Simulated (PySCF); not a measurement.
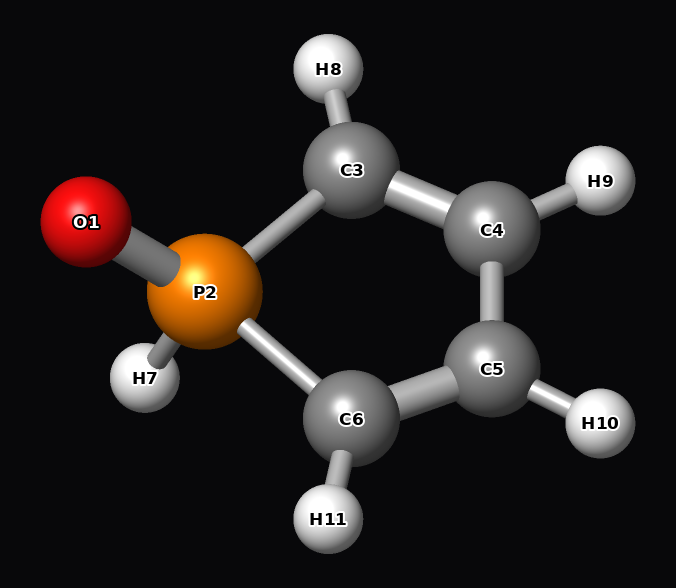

The thickness of each stick grows with its Mayer bond order. The computed structure is the end point of a GFN2-xTB optimisation. No frequency run is at hand to confirm it as a minimum. Computed with PBE0/pcSseg-1 (PySCF 2.14.0).

**Which bond has the highest Mayer bond order?**

O1–P2, 1.91, at a length of 1.463 Å.

List the Mayer bond orders of O1–P2, P2–C3, P2–H7, C4–C5, C3–C4, C4–H9, C3–H8 (one bond of each equivalent set).

| bond | Mayer order | length (Å) |
| --- | --- | --- |
| O1–P2 | 1.91 | 1.463 |
| P2–C3 | 0.86 | 1.811 |
| P2–H7 | 0.89 | 1.396 |
| C4–C5 | 1.07 | 1.457 |
| C3–C4 | 1.80 | 1.338 |
| C4–H9 | 0.97 | 1.079 |
| C3–H8 | 0.96 | 1.076 |

The geometry is semi-empirical. Around P such bond lengths and angles can be off by a tenth of an ångström or more and by several degrees, and values that hang on the shape move with them.
